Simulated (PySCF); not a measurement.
# One shape, several levels: C5H9N (2-methylbutanenitrile)

Wanted: a comparison of 6 runs (BLYP/6-31G*, M06-2X/6-31G*, M06-L/6-31G*, PBE/6-31G*, TPSS/6-31G*, revPBE/6-31G*) of C5H9N (2-methylbutanenitrile). The job is set up through a Python script.

Program for the calculation: PySCF 2.14.0.

2 further runs of the same task are left out: 2 set aside as unsound or not needed.

## Step 1: Starting point

The species is C5H9N (15 atoms), meant as a singlet with charge 0. As SMILES, `CCC(C)C#N`. The C1–H9 distance was set to 1.633 Å, away from the relaxed value. At this shape a bond of the SMILES string is far longer than usual.

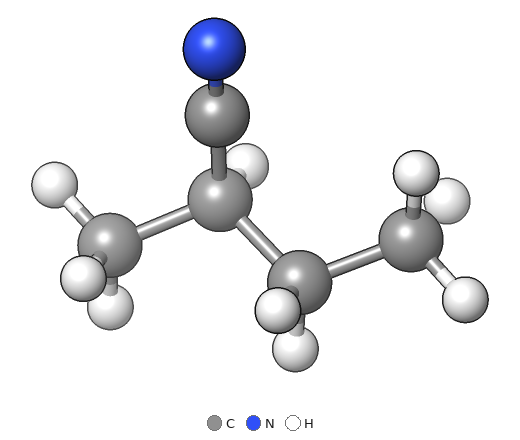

Viewed from a chosen angle; carbon grey, nitrogen blue, hydrogen white.

## Step 2: The energy at BLYP/6-31G(d) (spherical functions) (run 1)

The input, input.py:

```python
from pyscf import gto, dft

mol = gto.M(
    atom='''
C   -1.818982  -0.353925   0.632993
C   -0.938252  -0.249655  -0.606217
C    0.390298   0.464525  -0.310457
C    1.325528   0.455225  -1.523817
C    0.129618   1.831875   0.078093
N   -0.081202   2.917795   0.366783
H   -2.755592  -0.850255   0.391283
H   -2.044292   0.635665   1.024863
H   -1.069460  -1.212560   1.802180
H   -1.469712   0.296345  -1.389287
H   -0.715832  -1.249645  -0.985947
H    0.884418  -0.032225   0.534283
H    2.251748   0.979515  -1.298387
H    0.850488   0.943875  -2.372087
H    1.563318  -0.569405  -1.800747
''',
    basis='6-31g*',
    max_memory=1860,
    verbose=3,
)

ks = dft.RKS(mol, xc='blyp')
ks.conv_tol = 1e-10
ks.grids.level = 5
ks.kernel()
if not ks.converged:
    ks = ks.newton().run(ks.mo_coeff, ks.mo_occ)

e_tot = ks.e_tot
print('E = %.10f Eh' % e_tot)
```

Run with:

```
$ OMP_NUM_THREADS=1 python input.py
```

What it wrote:

```text
converged SCF energy = -250.484738878912
E = -250.4847388789 Eh
```

It took 45 s on 1 thread of Intel Xeon at 2.70GHz, shared host; peak memory 0.54 GiB.

## Step 3: The energy at M06-2X/6-31G(d) (spherical functions) (run 2)

The input, job.py:

```python
from pyscf import gto, dft

mol = gto.Mole()
mol.atom = '''
C       -1.818982      -0.353925       0.632993
C       -0.938252      -0.249655      -0.606217
C        0.390298       0.464525      -0.310457
C        1.325528       0.455225      -1.523817
C        0.129618       1.831875       0.078093
N       -0.081202       2.917795       0.366783
H       -2.755592      -0.850255       0.391283
H       -2.044292       0.635665       1.024863
H       -1.069460      -1.212560       1.802180
H       -1.469712       0.296345      -1.389287
H       -0.715832      -1.249645      -0.985947
H        0.884418      -0.032225       0.534283
H        2.251748       0.979515      -1.298387
H        0.850488       0.943875      -2.372087
H        1.563318      -0.569405      -1.800747
'''
mol.basis = '6-31g*'
mol.verbose = 3
mol.spin = 0
mol.max_memory = 1860
mol.charge = 0
mol.build()

mf = dft.RKS(mol)
mf.xc = 'm06-2x'
mf.grids.level = 5
mf.conv_tol = 1e-10
mf.kernel()
if not mf.converged:
    mf = mf.newton().run(mf.mo_coeff, mf.mo_occ)

e_tot = mf.e_tot
print('Final energy', e_tot)
```

Run with:

```
$ OMP_NUM_THREADS=1 python job.py
```

What it wrote:

```text
converged SCF energy = -250.492506595005
Final energy -250.49250659500535
```

Wall time 72 s (1 thread of Intel Xeon at 2.70GHz, shared host); peak memory 0.59 GiB.

Run 3 isn't shown in full; the table further down has it.

## Step 4: A single-point energy at PBE/6-31G(d) (spherical functions) (run 4)

The input, mol.xyz:

```xyz
15

C     -1.818982    -0.353925     0.632993
C     -0.938252    -0.249655    -0.606217
C      0.390298     0.464525    -0.310457
C      1.325528     0.455225    -1.523817
C      0.129618     1.831875     0.078093
N     -0.081202     2.917795     0.366783
H     -2.755592    -0.850255     0.391283
H     -2.044292     0.635665     1.024863
H     -1.069460    -1.212560     1.802180
H     -1.469712     0.296345    -1.389287
H     -0.715832    -1.249645    -0.985947
H      0.884418    -0.032225     0.534283
H      2.251748     0.979515    -1.298387
H      0.850488     0.943875    -2.372087
H      1.563318    -0.569405    -1.800747
```

The input, run.py:

```python
from pyscf import gto, dft

mol = gto.M(
    atom='mol.xyz',
    verbose=4,
    max_memory=1860,
    basis='6-31g*',
    charge=0,
)

mf = dft.RKS(mol)
mf.xc = 'pbe'
mf.grids.level = 5
mf.conv_tol = 1e-10
mf.kernel()
if not mf.converged:
    mf = mf.newton().run(mf.mo_coeff, mf.mo_occ)

e_final = mf.e_tot
print('Final energy', e_final)
```

Run with:

```
$ OMP_NUM_THREADS=1 python run.py
```

What it wrote:

```text
PySCF version 2.14.0

[... 90 lines left out ...]
converged SCF energy = -250.274964263133
Final energy -250.27496426313314
```

Wall time 50 s (1 thread of Intel Xeon at 2.70GHz, shared host); peak memory 0.54 GiB.

Run 5 isn't shown in full; the table further down has it.

## Step 5: The energy at revPBE/6-31G(d) (spherical functions) (run 6)

The input, calc.py:

```python
from pyscf import gto, dft

system = gto.M(
    atom=[
    ('C', (-1.818982, -0.353925, 0.632993)),
    ('C', (-0.938252, -0.249655, -0.606217)),
    ('C', (0.390298, 0.464525, -0.310457)),
    ('C', (1.325528, 0.455225, -1.523817)),
    ('C', (0.129618, 1.831875, 0.078093)),
    ('N', (-0.081202, 2.917795, 0.366783)),
    ('H', (-2.755592, -0.850255, 0.391283)),
    ('H', (-2.044292, 0.635665, 1.024863)),
    ('H', (-1.069460, -1.212560, 1.802180)),
    ('H', (-1.469712, 0.296345, -1.389287)),
    ('H', (-0.715832, -1.249645, -0.985947)),
    ('H', (0.884418, -0.032225, 0.534283)),
    ('H', (2.251748, 0.979515, -1.298387)),
    ('H', (0.850488, 0.943875, -2.372087)),
    ('H', (1.563318, -0.569405, -1.800747)),
],
    verbose=3,
    basis='6-31g*',
    max_memory=1860,
)

mf = dft.RKS(system, xc='revpbe')
mf.conv_tol = 1e-10
mf.grids.level = 5
mf.kernel()
if not mf.converged:
    mf = mf.newton().run(mf.mo_coeff, mf.mo_occ)

energy = mf.e_tot
print('Final energy', energy)
```

Run with:

```
$ OMP_NUM_THREADS=1 python calc.py
```

What it wrote:

```text
converged SCF energy = -250.541661422966
Final energy -250.54166142296566
```

It took 47 s on 1 thread of Intel Xeon at 2.70GHz, shared host; peak memory 0.54 GiB.

## Step 6: The series

```tsv
run	level	energy (Eh)	dipole moment (D)	HOMO energy (eV)	LUMO energy (eV)	wall time
1	BLYP/6-31G* (spherical functions)	-250.484739	3.59	-7.27	-0.78	45 s
2	M06-2X/6-31G* (spherical functions)	-250.492507	3.67	-9.86	1.12	72 s
3	M06-L/6-31G* (spherical functions)	-250.577614	3.75	-7.82	-0.73	1.7 min
4	PBE/6-31G* (spherical functions)	-250.274964	3.63	-7.42	-0.87	50 s
5	TPSS/6-31G* (spherical functions)	-250.660387	3.65	-7.58	-0.70	1.7 min
6	revPBE/6-31G* (spherical functions)	-250.541661	3.62	-7.40	-0.82	47 s
```

## Step 7: Results

| quantity | value |
| --- | --- |
| run 6: total energy | -250.54166 Eh |
| run 6: dipole moment | 3.62 D |
| run 6: HOMO energy | -7.40 eV |
| run 6: LUMO energy | -0.82 eV |
| run 6: HOMO–LUMO gap | 6.57 eV |

The dipole moment (its size) runs from 3.59 D (BLYP/6-31G*) to 3.75 D (M06-L/6-31G*). The HOMO–LUMO gap runs from 6.49 eV (BLYP/6-31G*) to 10.98 eV (M06-2X/6-31G*). Totals of different functionals can't be ranked against each other. All runs together took 7 min, the longest 1.7 min.
